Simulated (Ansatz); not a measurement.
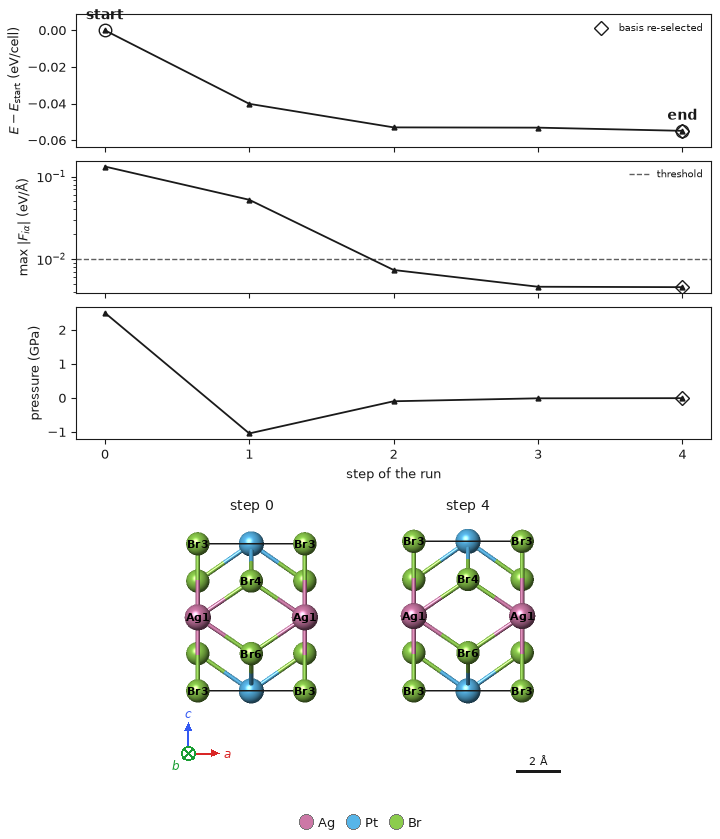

First and last geometry of a relaxation of a crystal of AgPtBr$_{5}$ (built on the SiSnPd5-123 type type), with the history of the run. The picture is a ball-and-stick view of the cell of the calculation, seen along the b axis.

Theory: DFT, r2SCAN+rVV10, plane waves, PAW in Ansatz. Set-up: plane-wave cutoff 500 eV; k-point mesh 6 × 6 × 4; occupations fermi dirac; smearing width 0.03 eV; no spin polarisation; cell and atoms relaxed; force threshold 0.01 eV/Å; at most 120 steps.

> Did the run converge, and what did it change?

It converged. The largest moves relative to the cell, 0.012 Å, are those of Br atoms. Ag and Pt stay in place. The volume changes by +4.3 %, with a = b 4.879 → 4.941 Å (+1.3 %), c 6.701 → 6.815 Å (+1.7 %). Some distances before and after: Ag–Br 3.350 → 3.408 Å, Br–Pt 2.971 → 3.020 Å, Ag–Br 2.947 → 2.982 Å. The space group stays P4/mmm (No. 123). Over 3 accepted moves (4 points after the start) the energy falls by 54.8 meV per cell of the calculation. The largest force component goes from 0.13 to 0.0046 eV/Å. Pressure: 2.50 GPa at the start and −0.01 GPa at the end. At 1 point the geometry stayed and the basis and grid were re-selected for the new cell (energy shift of 1.7 meV per cell of the calculation at most each time).
